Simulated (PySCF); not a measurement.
**CH₉GeNSi: electronic excitations and core binding energies**

What electronic excitations and core binding energies should CH₉GeNSi (`[CH3][GeH2][NH][SiH3]`) show?

The runs use PySCF 2.14.0, with density-fitted response routines of our own; the level of theory stands in each step. All values are computed, except where a source is named. Atoms count from 0, in the outputs and in this text.

## 1. The starting structure

13 atoms, charge 0, multiplicity 1; geometry from: GFN2-xTB.

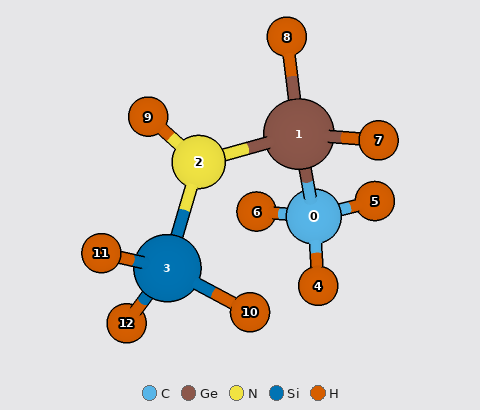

As it starts; carbon blue, germanium brown, nitrogen yellow, silicon blue, hydrogen orange, atoms numbered; sticks join atoms by distance.

## 2. Ultraviolet spectrum: CAM-B3LYP/def2-SVPD

The job: settings as JSON, then the geometry in Å.

```
{"job": {"kind": "uv", "xc": "CAM-B3LYP", "basis": "def2-SVPD", "nstates": 8, "ntriplets": 3}, "charge": 0, "multiplicity": 1}
C     -1.823649     0.577850    -0.626316
Ge    -0.788224    -1.033808    -0.173683
N      1.003340    -0.757381    -0.373552
Si     1.905657     0.593197     0.214370
H     -1.507692     1.409280    -0.000429
H     -2.887136     0.418954    -0.471086
H     -1.667910     0.857180    -1.665660
H     -1.012748    -1.427663     1.263813
H     -1.109560    -2.217634    -1.050681
H      1.433684    -1.259580    -1.132494
H      1.408823     0.869504     1.562128
H      3.308336     0.175051     0.193842
H      1.732691     1.795536    -0.619229
```

Method: TDDFT CAM-B3LYP/def2-SVPD, vertical, gas phase, core orbitals frozen in the response.

The log of the run:

```text
coarse grid: 46376 points
cycle   1  E = -2464.3843562050  dE = -5.551e-01  |g| = 5.933e-01  |ddm| = 4.169e+00
cycle   2  E = -2464.3667119304  dE =  1.764e-02  |g| = 6.758e-01  |ddm| = 1.237e+00
cycle   3  E = -2464.4450082028  dE = -7.830e-02  |g| = 6.194e-02  |ddm| = 6.544e-01
cycle   4  E = -2464.4457508530  dE = -7.427e-04  |g| = 3.141e-02  |ddm| = 1.061e-01
cycle   5  E = -2464.4459392544  dE = -1.884e-04  |g| = 2.820e-03  |ddm| = 3.494e-02
cycle   6  E = -2464.4459415241  dE = -2.270e-06  |g| = 5.309e-04  |ddm| = 8.031e-03
final grid: 95512 points
cycle   7  E = -2464.4458956878  dE = -9.447e-08  |g| = 3.695e-04  |ddm| = 3.516e-03
cycle   8  E = -2464.4458956973  dE = -9.547e-09  |g| = 3.377e-04  |ddm| = 1.166e-03
cycle   9  E = -2464.4458957199  dE = -2.253e-08  |g| = 4.315e-05  |ddm| = 3.547e-04
cycle  10  E = -2464.4458957203  dE = -4.457e-10  |g| = 1.555e-05  |ddm| = 6.770e-05
converged SCF energy = -2464.4458957203

Static polarisability (au): isotropic 76.422, principal 68.106 76.398 84.762

Singlet excitations
state   eV       nm        f      main configurations
  1   5.9781    207.4   0.00741   H->L 0.87, H->L+1 0.09
  2   6.9646    178.0   0.01280   H->L+1 0.77, H->L 0.09
  3   7.2912    170.0   0.02772   H->L+3 0.44, H->L+4 0.36, H->L+2 0.13
  4   7.3635    168.4   0.01524   H->L+2 0.66, H->L+4 0.19
  5   7.4655    166.1   0.02010   H->L+3 0.35, H->L+4 0.30, H->L+5 0.14
  6   7.7937    159.1   0.02556   H->L+5 0.73, H->L+3 0.09
  7   7.8322    158.3   0.00442   H->L+6 0.75
  8   8.2033    151.1   0.04752   H->L+7 0.62, H->L+8 0.12, H->L+9 0.11

Triplet excitations (Tamm-Dancoff, eV): 5.6543 6.7706 6.9872
```

Run time: 23 s. Hardware: 1 thread, shared host.

The orbitals next to the gap, with their largest atomic shares:

```tsv
orbital	eV	atoms
HOMO−3	-10.82	Si3 27 %, H11 21 %, N2 17 %
HOMO−2	-10.66	Ge1 28 %, H7 21 %, H8 10 %
HOMO−1	-10.47	Ge1 27 %, C0 22 %, H8 21 %
HOMO	-8.40	N2 54 %, Si3 10 %, Ge1 8 %
LUMO	0.89	Ge1 26 %, Si3 22 %, H9 11 %
LUMO+1	1.35	Ge1 20 %, C0 17 %, Si3 10 %
LUMO+2	1.67	Ge1 34 %, H8 12 %, Si3 12 %
```

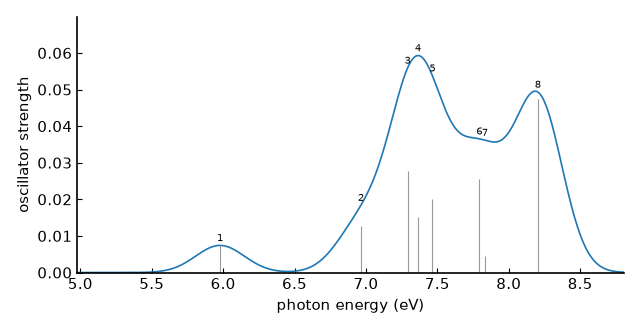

Absorption spectrum from the 8 singlet states computed; above the last one it falls off for lack of states. Lines are broadened to a width of 0.40 eV (Gaussian).

Ground-state properties from the same run:

```tsv
property	computed
dipole moment (D)	0.97
polarisability (Å³)	11.32
HOMO–LUMO gap (eV)	9.29
−ε(HOMO) (eV)	8.40
```

## 3. Core-electron binding energies: SCAN, X2C

Same as in step 2 but for these lines:

```diff
@@ -1,2 +1,2 @@
-{"job": {"kind": "uv", "xc": "CAM-B3LYP", "basis": "def2-SVPD", "nstates": 8, "ntriplets": 3}, "charge": 0, "multiplicity": 1}
+{"job": {"kind": "xps"}, "charge": 0, "multiplicity": 1}
 C     -1.823649     0.577850    -0.626316
```

Method: delta-SCF UKS SCAN, pcX-2 on the ionised atom, pcseg-1 elsewhere, spin-free X2C.

The log of the run:

```text
ground state, core basis on atom 0 (C), 149 functions
  cycle   1  E = -2482.18223588  |g| = 6.10e-01
  cycle   2  E = -2482.03016205  |g| = 9.82e-01
  cycle   3  E = -2482.26424872  |g| = 1.25e-01
  cycle   4  E = -2482.26779877  |g| = 5.25e-02
  cycle   5  E = -2482.26848281  |g| = 9.50e-03
  cycle   6  E = -2482.26850840  |g| = 2.63e-03
  cycle   7  E = -2482.26851098  |g| = 7.95e-04
  cycle   8  E = -2482.26851125  |g| = 1.45e-04
  E(ground) = -2482.43711799 Eh
hole in C 1s of atom 0
  cycle   1  E = -2471.03267164  |g| = 1.50e+00
  cycle   2  E = -2470.31947464  |g| = 1.81e+00
  cycle   3  E = -2471.52710840  |g| = 4.18e-01
  cycle   4  E = -2471.54508003  |g| = 3.54e-01
  cycle   5  E = -2471.60588579  |g| = 5.56e-02
  cycle   6  E = -2471.60720616  |g| = 1.03e-02
  cycle   7  E = -2471.60725587  |g| = 4.67e-03
  cycle   8  E = -2471.60727209  |g| = 1.07e-03
  cycle   9  E = -2471.60727134  |g| = 4.81e-04
  E(ion) = -2471.77462205 Eh   <S^2> = 0.7676   hole on atom = 1.000   binding energy = 290.141 eV
ground state, core basis on atom 2 (N), 149 functions
  cycle   1  E = -2482.28532120  |g| = 7.28e-02
  cycle   2  E = -2482.28529804  |g| = 1.89e-02
  cycle   3  E = -2482.28520969  |g| = 2.62e-02
  cycle   4  E = -2482.28538308  |g| = 4.17e-03
  cycle   5  E = -2482.28538411  |g| = 8.11e-04
  cycle   6  E = -2482.28538706  |g| = 1.21e-04
  E(ground) = -2482.45156521 Eh
hole in N 1s of atom 2
  cycle   1  E = -2466.72733953  |g| = 1.87e+00
  cycle   2  E = -2465.99414655  |g| = 2.12e+00
  cycle   3  E = -2467.39273970  |g| = 3.96e-01
  cycle   4  E = -2467.44154590  |g| = 1.29e-01
  cycle   5  E = -2467.44911731  |g| = 5.28e-02
  cycle   6  E = -2467.45064848  |g| = 9.56e-03
  cycle   7  E = -2467.45069824  |g| = 2.64e-03
  cycle   8  E = -2467.45070109  |g| = 9.24e-04
  cycle   9  E = -2467.45070202  |g| = 2.95e-04
  E(ion) = -2467.61556794 Eh   <S^2> = 0.7656   hole on atom = 1.000   binding energy = 403.708 eV
ground state, core basis on atom 3 (Si), 160 functions
  cycle   1  E = -2482.36573231  |g| = 2.87e-01
  cycle   2  E = -2482.36581635  |g| = 4.04e-02
  cycle   3  E = -2482.36581102  |g| = 3.15e-02
  cycle   4  E = -2482.36593096  |g| = 1.06e-02
  cycle   5  E = -2482.36595640  |g| = 1.33e-03
  cycle   6  E = -2482.36595689  |g| = 1.59e-04
  E(ground) = -2482.49276568 Eh
hole in Si 1s of atom 3
  cycle   1  E = -2413.44601872  |g| = 4.35e+00
  cycle   2  E = -2413.58532334  |g| = 2.10e+00
  cycle   3  E = -2414.23046335  |g| = 6.78e-01
  cycle   4  E = -2414.45579130  |g| = 2.93e-01
  cycle   5  E = -2414.48724869  |g| = 1.53e-01
  cycle   6  E = -2414.49859417  |g| = 2.64e-02
  cycle   7  E = -2414.49884560  |g| = 1.07e-02
  cycle   8  E = -2414.49889865  |g| = 4.34e-03
  cycle   9  E = -2414.49890861  |g| = 9.05e-04
  cycle  10  E = -2414.49891178  |g| = 1.53e-04
  E(ion) = -2414.63377573 Eh   <S^2> = 0.7521   hole on atom = 1.000   binding energy = 1846.537 eV
hole in Si 2p of atom 3
  cycle   1  E = -2478.10471060  |g| = 1.23e+00
  cycle   2  E = -2478.04976058  |g| = 1.03e+00
  cycle   3  E = -2478.39291643  |g| = 2.37e-01
  cycle   4  E = -2478.41569534  |g| = 1.35e-01
  cycle   5  E = -2478.42337781  |g| = 4.57e-02
  cycle   6  E = -2478.42446333  |g| = 6.78e-03
  cycle   7  E = -2478.42447700  |g| = 3.57e-03
  cycle   8  E = -2478.42448528  |g| = 1.03e-03
  cycle   9  E = -2478.42448619  |g| = 1.85e-04
  E(ion) = -2478.56276325 Eh   <S^2> = 0.7518   hole on atom = 1.002   binding energy = 106.941 eV
  2p3/2 = 106.716 eV   2p1/2 = 107.339 eV
```

Wall time 29 s (1 thread, shared host).

Binding energies by hole, beside the orbital energy of the ground state; the difference holds orbital relaxation and, for a density functional, its self-interaction error:

```tsv
hole	stands for	environment	ΔSCF (eV; 2p as the shell's mean)	−ε (eV)	⟨S²⟩
C1s on C0	C0	methyl carbon bonded to Ge	290.14	273.4	0.768
N1s on N2	N2	nitrogen bonded to Ge, Si, H	403.71	385.2	0.766
Si1s on Si3	Si3	silicon bonded to N, 3 H	1846.54	1793.2	0.752
Si2p on Si3	Si3	silicon bonded to N, 3 H	106.92	96.0	0.752
```

With the spin-orbit splitting: Si3 2p3/2 106.72, 2p1/2 107.34 eV. The table gives each 2p level as the mean over the whole 2p shell (two parts 2p3/2, one part 2p1/2), which differs a little from the single hole in the log.

## 4. What came out

| quantity | value |
| --- | --- |
| lowest singlet (CAM-B3LYP/def2-SVPD) | 5.98 eV (207 nm), f = 0.007 |
| brightest single state of those computed | state 8, 8.20 eV, f = 0.048 |
| lowest triplet | 5.65 eV |
| C1s binding energies, SCAN/pcX-2 | C0 290.14 eV |
| N1s binding energies, SCAN/pcX-2 | N2 403.71 eV |
| Si1s binding energies, SCAN/pcX-2 | Si3 1846.54 eV |
| Si2p binding energies, SCAN/pcX-2 | Si3 106.92 eV |

**Reading.** The first singlet state (HOMO→LUMO 0.87, HOMO→LUMO+1 0.09) lies at 5.98 eV and is weak; of the 8 states computed, the strongest absorption comes from state 8 at 8.20 eV (the last computed, so partners may be missing). The lowest triplet lies 0.32 eV below the lowest singlet (triplets in Tamm-Dancoff, singlets in full TDDFT).
